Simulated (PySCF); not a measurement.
# [ScH2]+: singlet, from a PBE0 minimum start

Aim: relax [ScH2]+ as a singlet from a PBE0 minimum start, check by its vibrations whether the end is a minimum, and collect its spectrum and constants.

Program: PySCF 2.14.0. Level of theory: PBE0, basis Sc def2-TZVP, H def2-TZVP, no relativity, density fitting. These are calculated values, not measurements.

### Step 1. Starting geometry

3 atoms, charge 1, spin multiplicity 1.

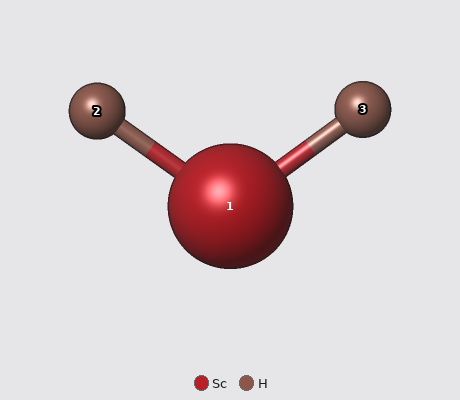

Start geometry, drawn with scandium red, hydrogen brown; atoms are numbered from 1 in the order of the file.

```xyz
3
charge 1 multiplicity 1
Sc   -0.0434    0.0000    0.0000
H     0.9673    1.3986    0.0000
H     0.9673   -1.3986    0.0000
```

### Step 2. Finding the electronic state

One driver script runs all steps and calls PySCF; scf.py shows how it sets up the SCF of each step. The optimiser is the driver's own. After this first run the driver tries any further starts and a stability analysis.

Contents of scf.py:

```python
from pyscf import gto, scf, dft
mol = gto.M(atom='''
Sc    -0.043370    -0.000000    -0.000000
H      0.967300     1.398610    -0.000000
H      0.967300    -1.398610     0.000000''',
    basis={'Sc': 'def2-TZVP', 'H': 'def2-TZVP'},
    charge=1, spin=0)
mf = dft.RKS(mol, xc='PBE0')
mf.grids.atom_grid = (50, 194)
aux = {'Sc': 'def2-universal-JKFIT', 'H': 'def2-universal-JKFIT'}
mf = mf.density_fit(auxbasis=aux)
mf.conv_tol = 1e-08
mf.diis_space = 10
mf.max_cycle = 60
mf.init_guess = 'minao'
mf.verbose = 4
mf.kernel()
```

Command:

```bash
$ OMP_NUM_THREADS=2 python axn.py task.json out
```

What it wrote:

```text
init E= -761.229585699847
  HOMO = -0.423959305060487  LUMO = -0.317844700825825  gap/eV = 2.88753
cycle= 1 E= -761.29763966245  delta_E= -0.0681  |g|=  0.6  |ddm|= 2.02
  HOMO = -0.468530832201954  LUMO = -0.243562458478  gap/eV = 6.12170
cycle= 2 E= -761.287504241783  delta_E= 0.0101  |g|= 0.578  |ddm|= 0.945
  HOMO = -0.507901139042985  LUMO = -0.330544120514067  gap/eV = 4.82613
cycle= 3 E= -761.363528638883  delta_E= -0.076  |g|= 0.0862  |ddm|= 0.568
  HOMO = -0.510885643592977  LUMO = -0.316789211456279  gap/eV = 5.28163
cycle= 4 E= -761.365811543429  delta_E= -0.00228  |g|= 0.0211  |ddm|= 0.0933
  HOMO = -0.509853417215651  LUMO = -0.31623383926742  gap/eV = 5.26866
cycle= 5 E= -761.365917909847  delta_E= -0.000106  |g|= 0.00399  |ddm|= 0.0138
  HOMO = -0.509599662231504  LUMO = -0.316715699574709  gap/eV = 5.24864
cycle= 6 E= -761.365924688427  delta_E= -6.78e-06  |g|= 0.000616  |ddm|= 0.00434
  HOMO = -0.509462176273354  LUMO = -0.316612590833262  gap/eV = 5.24770
cycle= 7 E= -761.365925079032  delta_E= -3.91e-07  |g|= 0.000143  |ddm|= 0.0021
  HOMO = -0.509434858380365  LUMO = -0.316578400891175  gap/eV = 5.24789
cycle= 8 E= -761.365925092222  delta_E= -1.32e-08  |g|= 1.14e-05  |ddm|= 0.0004
  HOMO = -0.509437965511865  LUMO = -0.316581795120659  gap/eV = 5.24788
cycle= 9 E= -761.365925092268  delta_E= -4.58e-11  |g|= 1.07e-06  |ddm|= 1.82e-05
  HOMO = -0.509437994829061  LUMO = -0.316581933411797  gap/eV = 5.24788
Extra cycle  E= -761.365925092267  delta_E= 9.09e-13  |g|= 5.7e-07  |ddm|= 3.66e-06
converged SCF energy = -761.365925092267
```

This step, with its further starts and checks, needed 1.5 s of wall time on 2 threads of Arm Neoverse N1, shared host.

The test of internal stability found no lower closed-shell solution.

### Step 3. Relaxing the singlet from the PBE0 minimum start

The program finds C2v symmetry in the start, which this walk keeps. Threshold on the gradient: 0.0003 Eh/bohr, with a further test on the energy change.

Edit scf.py of step 2 so:

```diff
@@ -3,2 +3,2 @@
-Sc    -0.043370    -0.000000    -0.000000
-H      0.967300     1.398610    -0.000000
+Sc    -0.043370     0.000000     0.000000
+H      0.967300     1.398610     0.000000
@@ -15 +14,0 @@
-mf.init_guess = 'minao'
```

The optimiser's trace:

```tsv
step	energy (Eh)	change (kJ/mol)	largest symmetric gradient (Eh/bohr)
0	-761.365925	0.00	0.00007
```

The walk took 0.5 s.

Positions (Å) and forces (eV/Å) along the way:

```
step 0
Sc  -0.043   0.000   0.000   0.004   0.000   0.000
H    0.967   1.399   0.000  -0.002  -0.001   0.000
H    0.967  -1.399   0.000  -0.002   0.001   0.000
```

After 0 steps and 0.0 kJ/mol it ends at C2v: Sc–H 1.726 Å (×2); H–Sc–H 108.3°.

### Step 4. Hessian and properties

The point is checked on the finer grid, and tightened if its gradient asks for it. The Hessian and the dipole derivatives come from central differences of analytic gradients, with steps of 0.02 bohr.

Edit scf.py of step 3 so:

```diff
@@ -9 +9 @@
-mf.grids.atom_grid = (50, 194)
+mf.grids.atom_grid = (75, 302)
@@ -12 +12 @@
-mf.conv_tol = 1e-08
+mf.conv_tol = 1e-10
```

The driver hands on the density of the step before, so the log starts near convergence.

Log of the central SCF (cycles and frontier levels):

```text
init E= -761.365967723478
  HOMO = -0.509435128357914  LUMO = -0.31657969719491  gap/eV = 5.24786
cycle= 1 E= -761.365967723474  delta_E= 4.09e-12  |g|= 1.97e-07  |ddm|= 3.31e-07
  HOMO = -0.509435151800682  LUMO = -0.316579720135677  gap/eV = 5.24786
Extra cycle  E= -761.365967723478  delta_E= -3.64e-12  |g|= 1.41e-07  |ddm|= 1.92e-07
converged SCF energy = -761.365967723478
```

The whole step took 9.8 s.

Geometry: C2v; Sc–H 1.726 Å (×2); H–Sc–H 108.3°.

Harmonic modes (main isotopes):

```
symmetry  ω (cm⁻¹)  IR (km/mol)  μ (u)     type
      a1       505         78.9   1.04     bend
      b2      1736          285   1.04  stretch
      a1      1778         38.1   1.02  stretch
```

Every mode is real; the point is a minimum.

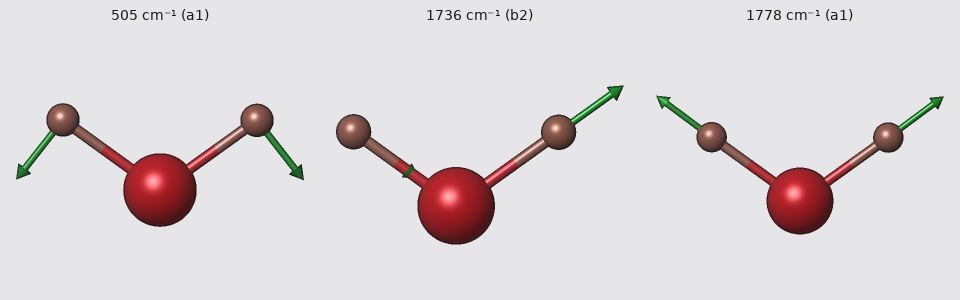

How the atoms move in 3 of the modes.

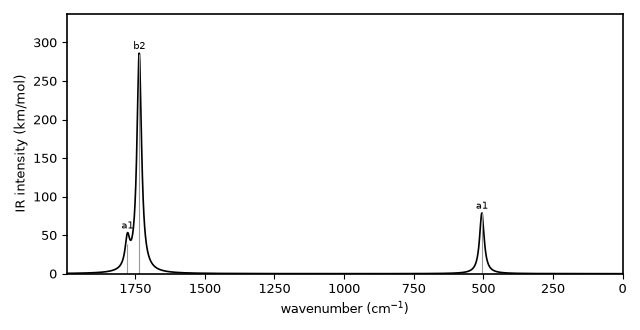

The harmonic infrared spectrum (widths in cm⁻¹). Lines are broadened to a width of 20 cm⁻¹ (Lorentzian).

Properties at this point:

```
Dipole moment about the centre of mass                          : 3.72 D
Highest occupied level                                          : -13.86 eV
Lowest empty level                                              : -8.61 eV
Rotational constants                                            : 8.555, 4.276, 2.851 cm⁻¹
Zero-point energy                                               : 24.0 kJ/mol
Principal polarisabilities                                      : 15.8, 24.3, 41.8 bohr³
Principal traceless quadrupole moments about the centre of mass : -5.49, 0.46, 5.03 D Å
Entropy at 298.15 K and 1 bar                                   : 218.3 J/(mol K)
Heat capacity Cp at 298.15 K                                    : 38.7 J/(mol K)
Enthalpy at 298.15 K above 0 K                                  : 10.50 kJ/mol
Rotational symmetry number                                      : 2
```

Populations by atom (charges in e):

```
atom  Mulliken  Löwdin  polar tensor  Mayer order to Sc1
 Sc1      0.97    1.10          1.66                   –
H2,3      0.02   -0.05         -0.33                1.00
```

Mulliken populations on Sc1: s 6.57, p 12.26, d 1.19, f 0.01.

### Step 5. Summary of results

| quantity | value |
| --- | --- |
| minimum | singlet, C2v |
| geometry | Sc–H 1.726 Å (×2); H–Sc–H 108.3° |
| wavenumbers (cm⁻¹) | 505 (a1), 1736 (b2), 1778 (a1) |
| dipole moment (centre of mass) | 3.72 D |
| highest occupied, lowest empty level | -13.86, -8.61 eV |
| polar-tensor charge of Sc1 | +1.66 e |
| zero-point energy | 24.0 kJ/mol |
| entropy at 298.15 K | 218.3 J/(mol K) |

What this shows: The molecule stays C2v, as typed, and the end point is a minimum. The strongest infrared band lies at 1736 cm⁻¹ (b2, stretch). Other starts or spin states, not run here, may lie lower. Whether spin polarisation would lower the closed shell was not checked.

The search up to here took 12 s.
